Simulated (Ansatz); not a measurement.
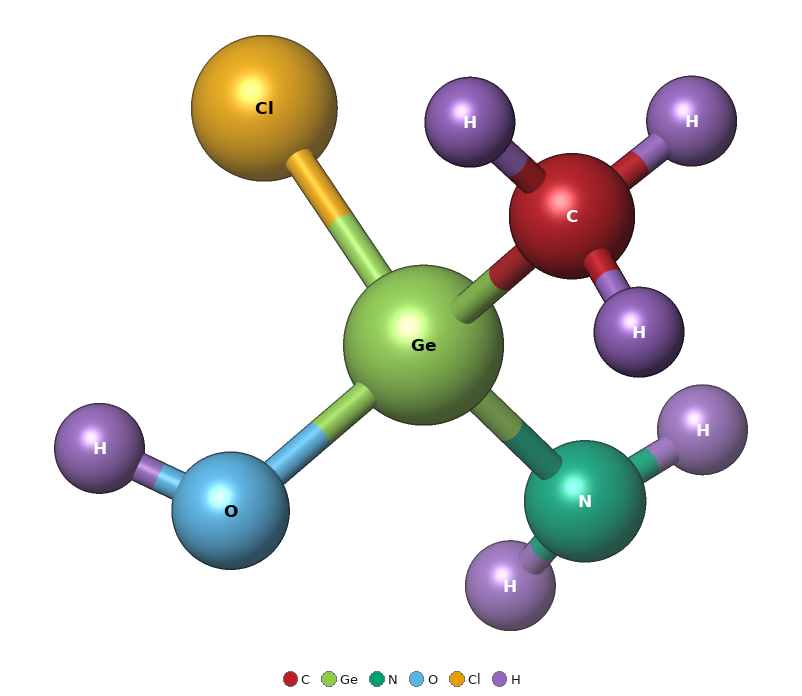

Computed geometry: PBE0-D4/def2-TZVP optimisation. No frequency run is at hand to confirm it as a minimum. Program: Ansatz 0.2.0.

At this fixed geometry, give HOMO energy (eV), HOMO–LUMO gap (eV) at these levels: B3LYP-D4/def2-TZVPP; PBE-D4/def2-TZVPP; PBE0-D4/def2-TZVPP; r2SCAN-D4/def2-TZVPP; ωB97M-V/def2-TZVPP; ωB97X-V/def2-TZVPP.

```csv
level,HOMO energy (eV),HOMO–LUMO gap (eV)
B3LYP-D4/def2-TZVPP,−7.59,7.52
PBE-D4/def2-TZVPP,−6.38,5.74
PBE0-D4/def2-TZVPP,−7.86,8.15
r2SCAN-D4/def2-TZVPP,−6.72,6.55
ωB97M-V/def2-TZVPP,−10.21,12.07
ωB97X-V/def2-TZVPP,−10.33,12.58
```
